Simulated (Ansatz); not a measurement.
Run report: C$_{3}$H$_{11}$NSi, molecular dynamics (part 1 of 2)

The run: molecular dynamics of C$_{3}$H$_{11}$NSi. Method and program: RKS B3LYP/6-31G (Ansatz 0.2.0).

The run did not end well. One setting was made poor on purpose. It belongs to a series of runs on one base structure; here: dynamics from the start.

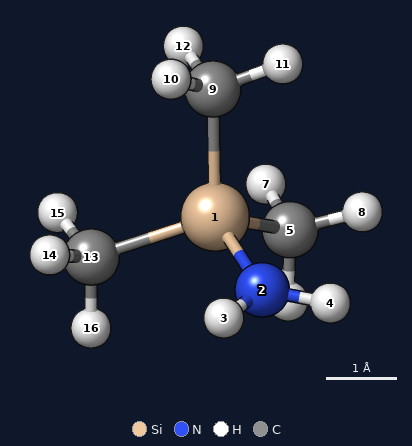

**Figure 1.** The starting structure (ball-and-stick view, seen at a tilt; atoms are numbered from 1 in the order of the input). Bond lengths as drawn: C–H 1.10 Å, C–Si 1.91 to 1.92 Å, H–N 1.01 Å and N–Si 1.78 Å.

### Input
```yaml
crystal:
  periodic: [false, false, false]
  atoms:
    - { symbol: Si, position_ang: [-0.002619, -0.002222, 0.017551] }
    - { symbol: "N", position_ang: [0.05279, -0.189862, 1.782689] }
    - { symbol: H, position_ang: [-0.673492, -0.651828, 2.308956] }
    - { symbol: H, position_ang: [0.77689, 0.217007, 2.355478] }
    - { symbol: C, position_ang: [1.803404, 0.080781, -0.608648] }
    - { symbol: H, position_ang: [2.332325, -0.849469, -0.375659] }
    - { symbol: H, position_ang: [1.832749, 0.233257, -1.693767] }
    - { symbol: H, position_ang: [2.347732, 0.909759, -0.140624] }
    - { symbol: C, position_ang: [-0.926548, 1.58355, -0.540714] }
    - { symbol: H, position_ang: [-1.963833, 1.574368, -0.186665] }
    - { symbol: H, position_ang: [-0.440986, 2.479369, -0.136753] }
    - { symbol: H, position_ang: [-0.939351, 1.665495, -1.634642] }
    - { symbol: C, position_ang: [-0.909247, -1.529548, -0.693644] }
    - { symbol: H, position_ang: [-1.917443, -1.623747, -0.272515] }
    - { symbol: H, position_ang: [-1.008875, -1.45132, -1.782463] }
    - { symbol: H, position_ang: [-0.355695, -2.44569, -0.461979] }
basis:
  gaussian: { orbitals: "6-31G" }
hamiltonian:
  xc: b3lyp
md:
  timestep: 3.0
  n_steps: 40
  ensemble: nve
  temperature: 700.0
  initial_velocities: maxwell_boltzmann
  seed: 447613
```

Run on 1 thread of Intel Xeon (Granite Rapids), 32 GiB of memory available, shared host.

Run as:
```bash
ansatz run input.yaml --threads 1 --pin off --max-ram 2048MiB --backend cpu --events-out ev --progress --plain --runs-dir out
```

### Log
```
Engine: ansatz 0.2.0, x86_64-unknown-linux-gnu
Functional definition: B3LYP
  parameter a0 = 0.2
  parameter ax = 0.72
  parameter ac = 0.81
  exchange = (1 - a0 - ax)*slater_x + ax*b88_x + a0*exact_x
  correlation = (1 - ac)*vwn_rpa_c + ac*lyp_c
1074 factors; integrals over basis functions are off by at most 1.6e-4 eV
mean field evaluation 1: about -12642.6733 eV, gradient 8.3e1 eV
mean field evaluation 2: about -12634.0992 eV, gradient 9.8e1 eV
mean field evaluation 4: about -12658.0570 eV, gradient 3.3e0 eV
mean field evaluation 8: about -12658.0710 eV, gradient 5.3e-2 eV
mean field -12658.07105149 eV, -465.1755311937 hartree, gradient 1.8e-5 eV, S^2 0.000000; 0 other end points of the search recorded, 0 dependent functions left out
the calculation of the forces begins
reference -12658.07128756 eV, -465.1755398690 hartree; 25, 25 occupied and 46, 46 virtual orbitals, 1074 factors
md step     0: t =     0.00 fs  T =   700.0 K  F+E_penalty+E_count = -12658.07105149 eV  E_kin = 1.266748 eV  conserved = -12656.80430350 eV  (24 SCF iters)
these checks for a lower state are left out or cut short: starts, cluster_reference, orbital_swaps, neighbouring_geometries, increment
1074 factors; integrals over basis functions are off by at most 2.0e-4 eV
mean field evaluation 16: about -12656.4371 eV, gradient 1.0e1 eV
mean field -12656.85862525 eV, -465.1309753510 hartree, gradient 1.1e-5 eV, S^2 0.000000; 0 other end points of the search recorded, 0 dependent functions left out
the calculation of the forces begins
reference -12656.85886306 eV, -465.1309840902 hartree; 25, 25 occupied and 46, 46 virtual orbitals, 1074 factors
md step     1: t =     3.00 fs  T =   418.7 K  F+E_penalty+E_count = -12656.85862525 eV  E_kin = 0.757633 eV  conserved = -12656.10099251 eV  (26 SCF iters)
[... from here on the SCF iterations and repeated set-up lines of each step are left out, up to the last step ...]
md step     2: t =     6.00 fs  T =   389.8 K  F+E_penalty+E_count = -12656.52854464 eV  E_kin = 0.705480 eV  conserved = -12655.82306448 eV  (28 SCF iters)
md step     3: t =     9.00 fs  T =   665.0 K  F+E_penalty+E_count = -12656.20406792 eV  E_kin = 1.203453 eV  conserved = -12655.00061479 eV  (28 SCF iters)
md step     4: t =    12.00 fs  T =  1240.9 K  F+E_penalty+E_count = -12654.65714085 eV  E_kin = 2.245595 eV  conserved = -12652.41154582 eV  (28 SCF iters)
md step     5: t =    15.00 fs  T = 16427.3 K  F+E_penalty+E_count = -12645.93933716 eV  E_kin = 29.727446 eV  conserved = -12616.21189149 eV  (29 SCF iters)
md step     6: t =    18.00 fs  T = 67814.3 K  F+E_penalty+E_count = -12641.41998080 eV  E_kin = 122.719551 eV  conserved = -12518.70042966 eV  (57 SCF iters)
md step     7: t =    21.00 fs  T = 69035.5 K  F+E_penalty+E_count = -12638.67415638 eV  E_kin = 124.929405 eV  conserved = -12513.74475119 eV  (54 SCF iters)
md step     8: t =    24.00 fs  T = 87323.7 K  F+E_penalty+E_count = -12625.23772840 eV  E_kin = 158.024435 eV  conserved = -12467.21329327 eV  (66 SCF iters)
md step     9: t =    27.00 fs  T = 167507.6 K  F+E_penalty+E_count = -12630.41474271 eV  E_kin = 303.128423 eV  conserved = -12327.28632008 eV  (76 SCF iters)
md step    10: t =    30.00 fs  T = 201080.5 K  F+E_penalty+E_count = -12617.97025538 eV  E_kin = 363.883374 eV  conserved = -12254.08688111 eV  (51 SCF iters)
md step    11: t =    33.00 fs  T = 336663.4 K  F+E_penalty+E_count = -12616.70208392 eV  E_kin = 609.239494 eV  conserved = -12007.46258742 eV  (1313 SCF iters)
md step    12: t =    36.00 fs  T = 374919.2 K  F+E_penalty+E_count = -12616.51147732 eV  E_kin = 678.468844 eV  conserved = -11938.04263161 eV  (348 SCF iters)
md step    13: t =    39.00 fs  T = 395316.8 K  F+E_penalty+E_count = -12618.58774665 eV  E_kin = 715.381089 eV  conserved = -11903.20665540 eV  (168 SCF iters)
md step    14: t =    42.00 fs  T = 919256.5 K  F+E_penalty+E_count = -12569.24914117 eV  E_kin = 1663.523357 eV  conserved = -10905.72578238 eV  (146 SCF iters)
md step    15: t =    45.00 fs  T = 2493872.6 K  F+E_penalty+E_count = -12601.97013137 eV  E_kin = 4513.011613 eV  conserved = -8088.95851631 eV  (343 SCF iters)
md step    16: t =    48.00 fs  T = 2492634.3 K  F+E_penalty+E_count = -12601.08277318 eV  E_kin = 4510.770727 eV  conserved = -8090.31204406 eV  (436 SCF iters)
md step    17: t =    51.00 fs  T = 2491952.9 K  F+E_penalty+E_count = -12599.54862496 eV  E_kin = 4509.537556 eV  conserved = -8090.01106662 eV  (758 SCF iters)
md step    18: t =    54.00 fs  T = 2491145.8 K  F+E_penalty+E_count = -12597.81009330 eV  E_kin = 4508.077119 eV  conserved = -8089.73297232 eV  (690 SCF iters)
md step    19: t =    57.00 fs  T = 2490366.2 K  F+E_penalty+E_count = -12596.22030734 eV  E_kin = 4506.666232 eV  conserved = -8089.55407332 eV  (1041 SCF iters)
md step    20: t =    60.00 fs  T = 2490306.0 K  F+E_penalty+E_count = -12596.26801676 eV  E_kin = 4506.557319 eV  conserved = -8089.71069594 eV  (794 SCF iters)
md step    21: t =    63.00 fs  T = 2490175.4 K  F+E_penalty+E_count = -12595.38203039 eV  E_kin = 4506.321033 eV  conserved = -8089.06099516 eV  (710 SCF iters)
md step    22: t =    66.00 fs  T = 2490212.2 K  F+E_penalty+E_count = -12594.82681840 eV  E_kin = 4506.387485 eV  conserved = -8088.43933130 eV  (784 SCF iters)
md step    23: t =    69.00 fs  T = 2489777.3 K  F+E_penalty+E_count = -12594.09486525 eV  E_kin = 4505.600612 eV  conserved = -8088.49425132 eV  (632 SCF iters)
md step    24: t =    72.00 fs  T = 2489894.8 K  F+E_penalty+E_count = -12593.81443712 eV  E_kin = 4505.813148 eV  conserved = -8088.00128665 eV  (628 SCF iters)
md step    25: t =    75.00 fs  T = 2490757.5 K  F+E_penalty+E_count = -12594.35343748 eV  E_kin = 4507.374316 eV  conserved = -8086.97911973 eV  (781 SCF iters)
md step    26: t =    78.00 fs  T = 2493790.0 K  F+E_penalty+E_count = -12590.59960829 eV  E_kin = 4512.862073 eV  conserved = -8077.73753287 eV  (1140 SCF iters)
md step    27: t =    81.00 fs  T = 2509474.8 K  F+E_penalty+E_count = -12591.88379388 eV  E_kin = 4541.245989 eV  conserved = -8050.63780300 eV  (1607 SCF iters)
md step    28: t =    84.00 fs  T = 2577569.8 K  F+E_penalty+E_count = -12575.72495630 eV  E_kin = 4664.473393 eV  conserved = -7911.25156164 eV  (1241 SCF iters)
md step    29: t =    87.00 fs  T = 2821750.6 K  F+E_penalty+E_count = -12583.16138783 eV  E_kin = 5106.352664 eV  conserved = -7476.80872179 eV  (1615 SCF iters)
md step    30: t =    90.00 fs  T = 2827709.1 K  F+E_penalty+E_count = -12581.53923734 eV  E_kin = 5117.135385 eV  conserved = -7464.40384981 eV  (855 SCF iters)
md step    31: t =    93.00 fs  T = 2826325.6 K  F+E_penalty+E_count = -12578.88505036 eV  E_kin = 5114.631775 eV  conserved = -7464.25327288 eV  (2663 SCF iters)
md step    32: t =    96.00 fs  T = 2825073.5 K  F+E_penalty+E_count = -12576.54441938 eV  E_kin = 5112.366017 eV  conserved = -7464.17840042 eV  (1294 SCF iters)
md step    33: t =    99.00 fs  T = 2824366.8 K  F+E_penalty+E_count = -12575.25340605 eV  E_kin = 5111.087112 eV  conserved = -7464.16629217 eV  (820 SCF iters)
md step    34: t =   102.00 fs  T = 2824192.5 K  F+E_penalty+E_count = -12575.01230200 eV  E_kin = 5110.771660 eV  conserved = -7464.24064010 eV  (862 SCF iters)
md step    35: t =   105.00 fs  T = 2824272.9 K  F+E_penalty+E_count = -12575.20275637 eV  E_kin = 5110.917080 eV  conserved = -7464.28567378 eV  (1325 SCF iters)
md step    36: t =   108.00 fs  T = 2824345.1 K  F+E_penalty+E_count = -12575.35384453 eV  E_kin = 5111.047859 eV  conserved = -7464.30598388 eV  (1991 SCF iters)
md step    37: t =   111.00 fs  T = 2824275.8 K  F+E_penalty+E_count = -12575.22881577 eV  E_kin = 5110.922408 eV  conserved = -7464.30640596 eV  (2712 SCF iters)
md step    38: t =   114.00 fs  T = 2824069.9 K  F+E_penalty+E_count = -12574.84292264 eV  E_kin = 5110.549765 eV  conserved = -7464.29315505 eV  (1419 SCF iters)
these checks for a lower state are left out or cut short: starts, cluster_reference, orbital_swaps, neighbouring_geometries, increment
1074 factors; integrals over basis functions are off by at most 1.2e-4 eV
mean field evaluation 2080: about -12574.3604 eV, gradient 9.9e-4 eV
mean field evaluation 2112: about -12574.3604 eV, gradient 7.1e-5 eV
WARN: mean field -12574.36035994 eV, -462.0992200203 hartree, gradient 4.1e-6 eV, S^2 0.000000; 0 other end points of the search recorded, 0 dependent functions left out; starts or descents were cut at the limit of passes or no minimum was shown, so a lower state may exist
the calculation of the forces begins
reference -12574.36212803 eV, -462.0992849963 hartree; 25, 25 occupied and 46, 46 virtual orbitals, 1074 factors
md step    39: t =   117.00 fs  T = 2823811.2 K  F+E_penalty+E_count = -12574.36035994 eV  E_kin = 5110.081654 eV  conserved = -7464.27870357 eV  (1376 SCF iters)
these checks for a lower state are left out or cut short: starts, cluster_reference, orbital_swaps, neighbouring_geometries, increment
1074 factors; integrals over basis functions are off by at most 1.1e-4 eV
mean field evaluation 2144: about -12573.9350 eV, gradient 9.8e-5 eV
WARN: mean field -12573.93502416 eV, -462.0835892187 hartree, gradient 3.1e-6 eV, S^2 0.000000; 0 other end points of the search recorded, 0 dependent functions left out; starts or descents were cut at the limit of passes or no minimum was shown, so a lower state may exist
the calculation of the forces begins
reference -12573.93679642 eV, -462.0836543479 hartree; 25, 25 occupied and 46, 46 virtual orbitals, 1074 factors
1074 factors; integrals over basis functions are off by at most 1.1e-4 eV
mean field evaluation 2176: about -11887.6406 eV, gradient 2.3e2 eV
mean field evaluation 2208: about -12573.9178 eV, gradient 8.1e-2 eV
mean field evaluation 2240: about -12573.9285 eV, gradient 7.6e-2 eV
mean field evaluation 2272: about -12573.9207 eV, gradient 7.6e-1 eV
mean field evaluation 2304: about -12573.9350 eV, gradient 4.4e-4 eV
```

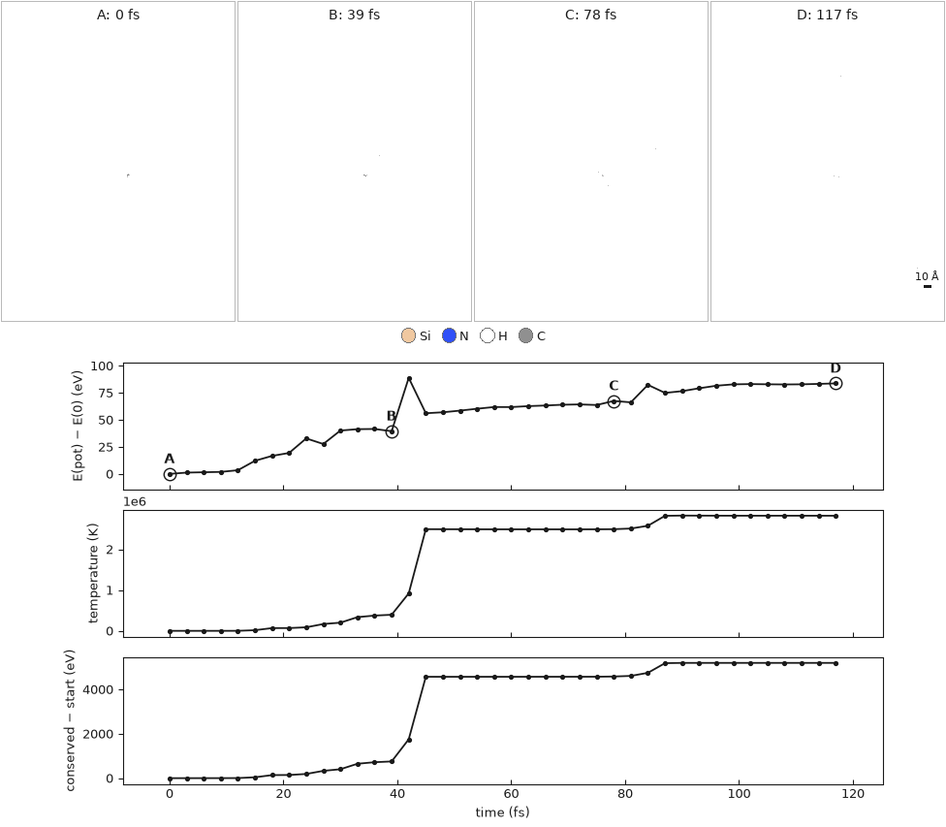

**Figure 2.** Frames of the molecular dynamics (ball-and-stick, seen at a tilt) above the curves, on which the letters mark them. The trajectory kept here has 40 frames over 117 fs. The temperature starts at 700 K, ranges from 390 to 2827709 K and averages 2679608 K over the second half. The potential energy ends 83.711 eV above its first value. The conserved quantity stays within 5200 eV. After an unweighted best fit of the last frame on the first, the root-mean-square displacement is 169.94 Å, and H12 has moved furthest (570.74 Å).
